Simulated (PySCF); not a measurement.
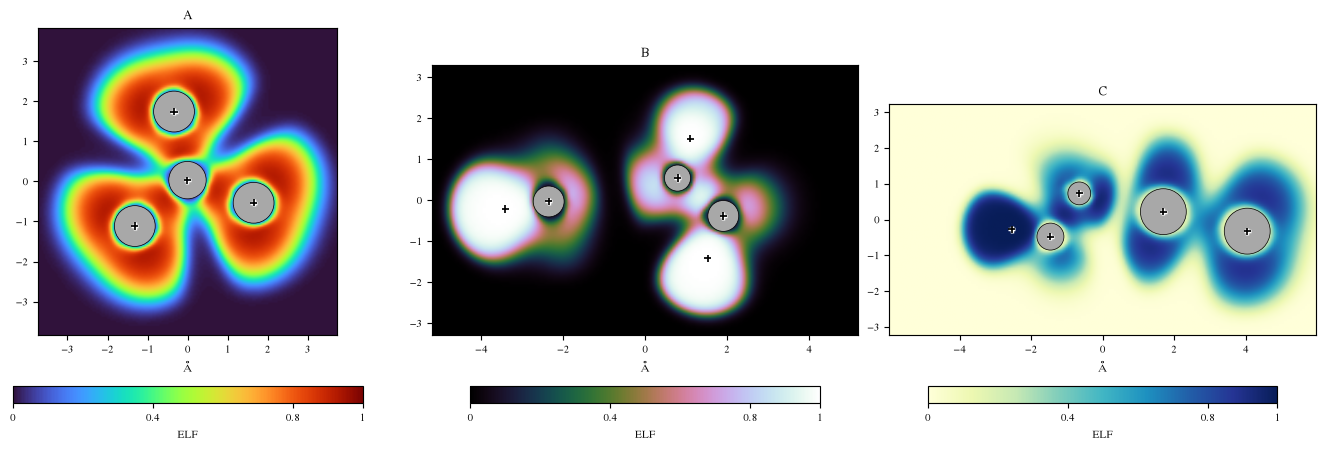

The ELF of 3 systems, each on a plane through atoms (crosses mark nuclei in the plane; grey discs cover the cores).

All numbers below come from wB97M-D3(BJ)/def2-TZVPD, SCF density, gas phase (PySCF 2.14.0).

System 1: CH$_{2}$O···CH$_{5}$N, the plane of atoms C5, N6 and H10. Geometry: PBE0-D3(BJ)/def2-SVPD.

```yaml
atoms:
  - { symbol: C, position_ang: [-0.2572, 0.2708, -0.4114] }
  - { symbol: O, position_ang: [0.3047, 0.3972, 0.6448] }
  - { symbol: H, position_ang: [-0.2337, -0.6965, -0.9648] }
  - { symbol: H, position_ang: [-0.8177, 1.1170, -0.8706] }
  - { symbol: C, position_ang: [-0.0005, 4.4860, 0.2604] }
  - { symbol: N, position_ang: [-0.8012, 3.2953, 0.4676] }
  - { symbol: H, position_ang: [0.9096, 4.2220, -0.2965] }
  - { symbol: H, position_ang: [-0.5550, 5.2071, -0.3572] }
  - { symbol: H, position_ang: [0.3142, 5.0059, 1.1856] }
  - { symbol: H, position_ang: [-1.6403, 3.4999, 1.0002] }
  - { symbol: H, position_ang: [-0.2872, 2.5793, 0.9757] }
```

System 2: Br$_{2}$···CH$_{5}$N (SMILES BrBr.CN), the plane of atoms N4, C3 and H6. Geometry: PBE0-D3(BJ)/def2-SVPD.

```xyz
9

Br    1.0022    0.2599    0.1941
Br   -1.2429   -0.5895    0.3772
C     3.3117    2.1571   -1.0360
N     3.2342    1.1319   -0.0102
H     3.0092    1.7262   -1.9981
H     4.3209    2.5874   -1.1400
H     2.6065    2.9614   -0.7935
H     3.4621    1.4772    0.9171
H     3.8179    0.3249   -0.2076
```

System 3: BCl$_{3}$···N$_{2}$ (SMILES ClB(Cl)Cl.N#N), the plane of atoms Cl1, B2 and Cl3. Geometry: PBE0-D3(BJ)/def2-SVPD.

```xyz
6

Cl    1.3147    0.2249    1.2443
B    -0.0094    0.1246    0.1137
Cl    0.2099    0.6508   -1.5345
Cl   -1.5616   -0.4725    0.6384
N     0.8795   -2.9122   -0.5420
N     1.1991   -3.9487   -0.7087
```

Q: Match each panel to its system.

A: Panel A is system 3, BCl$_{3}$···N$_{2}$: the plane holds Cl and B. B–Cl (1.74 Å): the ELF peaks at about 0.90 between the atoms (a polar covalent bond). Panel B is system 1, CH$_{2}$O···CH$_{5}$N: the plane holds C, H and N. C–N (1.45 Å): the ELF peaks at about 0.95 between the atoms; a shared electron pair. Panel C is system 2, Br$_{2}$···CH$_{5}$N: the plane holds Br, C, N and H. Br1···N4 (2.41 Å): the ELF peaks at about 0.95 in the valence shell of N, 0.6 Å from its nucleus, and is about 0.25 at the midpoint.
